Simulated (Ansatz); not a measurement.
# GaH₂+ (triplet): inputs that go wrong at angle H2–Ga1–H3 = 89.2°

4 inputs are run for GaH₂+ (triplet) as typed; the log has to tell whether the result can be used and what must change.

Computed with Ansatz 0.2.0, Gaussian basis. Level: the settings change from run to run.

9 further runs of the same task are left out: 6 that didn't finish, 3 set aside as unsound or not needed.

## 1. What is computed

The geometry derives from a PBE0/def2-TZVP stationary point (not a proven minimum). One angle is set to the value named; bond lengths are kept. No spin-orbit coupling is included. The filled d shell of Ga may be among the frozen orbitals whatever the setting's name suggests; the logs give the count.

3 atoms, charge 1, spin multiplicity 3.

Atoms are counted from 1 here; the program's logs count them from 0.

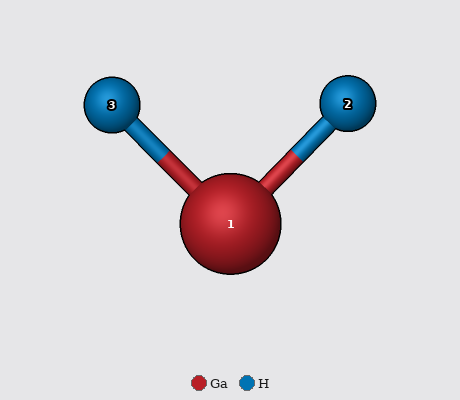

The structure; gallium red, hydrogen blue; atoms are numbered from 1 in the order of the file.

## 2. Input 1

Input file in.yaml:

```yaml
crystal:
  periodic: [false, false, false]
  atoms:
    - {symbol: Ga, position_ang: [0.000000, 0.000000, -0.035377]}
    - {symbol: H, position_ang: [0.000000, 1.241516, 1.223596]}
    - {symbol: H, position_ang: [0.000000, -1.241516, 1.223596]}
basis:
  gaussian: {orbitals: def2-mTZVP}
total_charge: 1
magnetization: {spin_polarized: false, initial_magnetization: 2}
hamiltonian: {pseudopotentials: {relativity: none}}
correlation: {active_space: {window: {electrons: 4, orbitals: 28}, states: [{multiplicity: 3, weights: [1, 1, 1, 1, 1]}], fixed_orbitals: true}}
multiplicity: 3
```

On the command line:

```
$ ansatz run in.yaml --threads 1 --pin off --events-out ev --progress --plain --max-ram 2393MiB
```

The program printed:

```text
Error: YAML parse error: error: line 13 column 1: unknown field `multiplicity`, expected one of crystal, accuracy, basis, kpoints, hamiltonian, magnetization, projection, total_charge, correlation, batch, efield, external_charges, scf, relax, neb, saddle, md, ramp, phonons, dielectric, real_time, elastic, magnetic_configurations, gw, evaluate, workflow, output, checkpoint, execution
  --> <input>:13:1
   |
11 | hamiltonian: {pseudopotentials: {relativity: none}}
12 | correlation: {active_space: {window: {electrons: 4, orbitals: 28}…
13 | multiplicity: 3
   | ^ unknown field `multiplicity`, expected one of crystal, accuracy, basis, kpoints, hamiltonian, magnetization, projection, total_charge, correlation, batch, efield, external_charges, scf, relax, neb, saddle, md, ramp, phonons, dielectric, real_time, elastic, magnetic_configurations, gw, evaluate, workflow, output, checkpoint, execution
```

Run time: 0.07 s. Hardware: 1 thread of Intel Xeon at 2.50GHz, shared host.

What is wrong: The run was refused. The input holds a key that the program doesn't read here. Fix: remove it or spell it as the reference does.

## 3. Input 2

Input file in.yaml:

```yaml
crystal:
  periodic: [false, false, false]
  atoms:
    - {symbol: Ga, position_ang: [0.000000, 0.000000, -0.035377]}
    - {symbol: H, position_ang: [0.000000, 1.241516, 1.223596]}
    - {symbol: H, position_ang: [0.000000, -1.241516, 1.223596]}
basis:
  gaussian: {orbitals: cc-pVDZ}
total_charge: 1
magnetization: {spin_polarized: false, initial_magnetization: 2}
correlation: {method: qcisd_t, electrons: outside_noble_gas}
scf: {lower_state_search: off}
```

The command is unchanged.

The program printed:

```text
Error: YAML parse error: error: line 11 column 23: unknown variant `qcisd_t`, expected one of mp2, rpa, ccsd, ccsd_t, bccd, bccd_t, ccsdt, ccsdt_q, ccsdt_q_b, ccsdtq, fci, sc_nevpt2, fic_nevpt4_sd, fic_mrcisd_q, fic_mrcisd_q_relaxed
  --> <input>:11:23
   |
 9 | total_charge: 1
10 | magnetization: {spin_polarized: false, initial_magnetization: 2}
11 | correlation: {method: qcisd_t, electrons: outside_noble_gas}
   |                       ^ unknown variant `qcisd_t`, expected one of mp2, rpa, ccsd, ccsd_t, bccd, bccd_t, ccsdt, ccsdt_q, ccsdt_q_b, ccsdtq, fci, sc_nevpt2, fic_nevpt4_sd, fic_mrcisd_q, fic_mrcisd_q_relaxed
12 | scf: {lower_state_search: off}
   |
```

Run time: 0.06 s. Hardware: 1 thread of Intel Xeon at 2.50GHz, shared host.

Diagnosis: The run was refused. The method's name isn't one that the program knows. To mend it, name one from the list in the message.

## 4. Input 3

Input file in.yaml:

```yaml
crystal:
  periodic: [false, false, false]
  atoms:
    - {symbol: Ga, position_ang: [0.000000, 0.000000, -0.035377]}
    - {symbol: H, position_ang: [0.000000, 1.241516, 1.223596]}
    - {symbol: H, position_ang: [0.000000, -1.241516, 1.223596]}
basis:
  gaussian: {orbitals: def2-SVP}
total_charge: 1
magnetization: {spin_polarized: false, initial_magnetization: 2}
correlation: {method: fic_mrcisd_q, electrons: outside_noble_gas, active_space: {window: {electrons: 4, orbitals: 4}, states: [{multiplicity: 4, weights: [1, 1, 1, 1, 1, 1, 1, 1, 1, 1, 1, 1, 1, 1, 1, 1, 1, 1, 1, 1, 1, 1, 1, 1, 1, 1, 1, 1, 1, 1]}]}}
accuracy: high
```

Launched as before.

The program printed:

```text
Functional definition: HF
  name "HF"
  cite "Fock, Z. Phys. 61, 126 (1930) doi:10.1007/BF01340294"
  parent pbe
  exchange = exact_x
  correlation = 0
749 factors; integrals over basis functions are off by at most 4.6e-9 eV
mean field evaluation 1: about -52347.7799 eV, gradient 5.3e0 eV
mean field evaluation 2: about -52347.7902 eV, gradient 5.3e0 eV
mean field evaluation 4: about -52348.0690 eV, gradient 6.9e-1 eV
mean field evaluation 8: about -52348.0708 eV, gradient 1.9e-3 eV
mean field evaluation 16: about -52347.9980 eV, gradient 7.4e-1 eV
mean field -52348.07080996 eV, -1923.7561194693 hartree, gradient 3.5e-8 eV, S^2 2.000000; 2 other end points of the search recorded, 0 dependent functions left out
reference -52348.07080996 eV, -1923.7561194693 hartree; 17, 15 occupied and 25, 27 virtual orbitals, 749 factors
Error: 4 electrons in 4 orbitals have no state of multiplicity 4
```

Run time: 4.5 s. Hardware: 1 thread of Intel Xeon at 2.50GHz, shared host.

Diagnosis: The run stopped with an error. The list of states asked for (weights, spin or count) can't be met. Cure: mend what the message names.

## 5. Input 4

Input file in.yaml:

```yaml
crystal:
  periodic: [false, false, false]
  atoms:
    - {symbol: Ga, position_ang: [0.000000, 0.000000, -0.035377]}
    - {symbol: H, position_ang: [0.000000, 1.241516, 1.223596]}
    - {symbol: H, position_ang: [0.000000, -1.241516, 1.223596]}
basis:
  gaussian: {orbitals: STO-3G}
total_charge: 1
magnetization: {spin_polarized: false, initial_magnetization: 2}
correlation: {active_space: {window: {electrons: 4, orbitals: 4}, states: [{multiplicity: 4, weights: [1, 1, 1, 1, 1, 1, 1, 1, 1, 1, 1, 1, 1, 1, 1, 1, 1, 1, 1, 1, 1, 1, 1, 1, 1, 1, 1, 1, 1, 1]}]}}
```

Launched as before.

The program printed:

```text
Functional definition: HF
  name "HF"
  cite "Fock, Z. Phys. 61, 126 (1930) doi:10.1007/BF01340294"
  parent pbe
  exchange = exact_x
  correlation = 0
227 factors; integrals over basis functions are off by at most 3.6e-8 eV
mean field evaluation 1: about -51747.5225 eV, gradient 1.9e1 eV
mean field evaluation 2: about -51747.5222 eV, gradient 1.9e1 eV
mean field evaluation 4: about -51749.1749 eV, gradient 7.3e0 eV
mean field evaluation 8: about -51743.6497 eV, gradient 1.9e1 eV
mean field evaluation 16: about -51750.9546 eV, gradient 4.4e-1 eV
mean field evaluation 32: about -51750.5968 eV, gradient 2.9e0 eV
mean field evaluation 64: about -51750.9560 eV, gradient 2.9e-2 eV
mean field evaluation 96: about -51750.7317 eV, gradient 2.6e-2 eV
mean field evaluation 128: about -51750.7318 eV, gradient 1.1e-2 eV
mean field evaluation 160: about -51750.9561 eV, gradient 5.3e-6 eV
mean field -51751.00264301 eV, -1901.8142690410 hartree, gradient 1.9e-6 eV, S^2 2.000000; 22 other end points of the search recorded, 0 dependent functions left out
reference -51751.00264301 eV, -1901.8142690410 hartree; 17, 15 occupied and 3, 5 virtual orbitals, 227 factors
Error: 4 electrons in 4 orbitals have no state of multiplicity 4
```

It took 9.6 s on 1 thread of Intel Xeon at 2.50GHz, shared host.

**Diagnosis.** The run stopped with an error. The list of states asked for (weights, spin or count) can't be met. Fix: mend what the message names.

## 6. Summary

```
input                   level                ended                                                               cause    time
    1   FCI states/def2-mTZVP              refused            the input holds a key that the program doesn't read here  0.07 s
    2       'qcisd_t'/cc-pVDZ              refused                  the method's name isn't one that the program knows  0.06 s
    3  MRCISD+Q(4,4)/def2-SVP  stopped by an error  the list of states asked for (weights, spin or count) can't be met   4.5 s
    4      CASSCF(4,4)/STO-3G  stopped by an error  the list of states asked for (weights, spin or count) can't be met   9.6 s
```

2 refused, 2 stopped by an error.
